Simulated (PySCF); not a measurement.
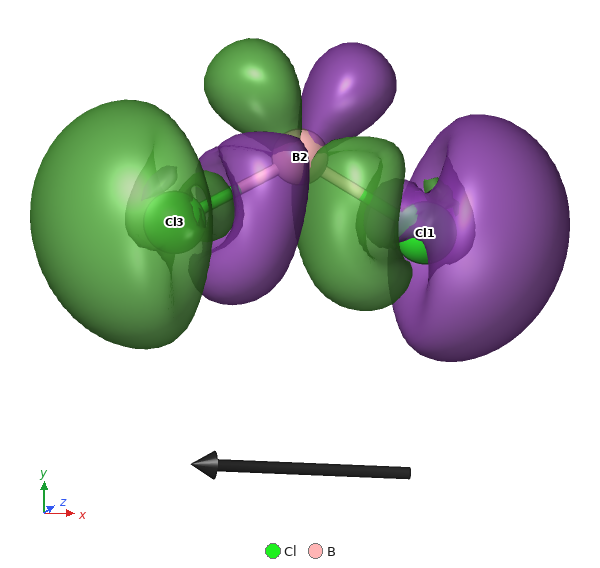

BCl2, doublet, SMILES `Cl[B]Cl`. Change of the electron density in a uniform field of 0.10 V/Å along −x (arrow), surfaces at ±0.0005 e/Å³ (purple: gain, green: loss).

Level of theory: B3LYP/cc-pVTZ (PySCF), at a geometry from GFN2-xTB. No frequency check shows the geometry to be a minimum. A basis without diffuse functions makes polarisabilities too small. The stability of the open-shell solution wasn't checked. GFN2-xTB bond lengths at metals and heavier atoms can be off by up to 0.1 Å and shapes distorted, which carries into these values. GFN2-xTB doesn't know the spin state, so this open-shell geometry is rough.

Coordinates in Å:

```
Cl1      1.4845   -0.1050    0.0000
B2      -0.0000    0.7142    0.0000
Cl3     -1.4845   -0.1050    0.0000
```

> How large is the response?

The induced dipole is 0.26 D (along the field); α along this axis, from the fields in both directions, is 52 bohr³ (7.6 Å³).

> Which atoms gain and lose the most charge?

Electrons gather most on Cl1 (Hirshfeld charge changes by −0.011 e) and leave Cl3 most (+0.011 e); 0.019 electrons are displaced in all.
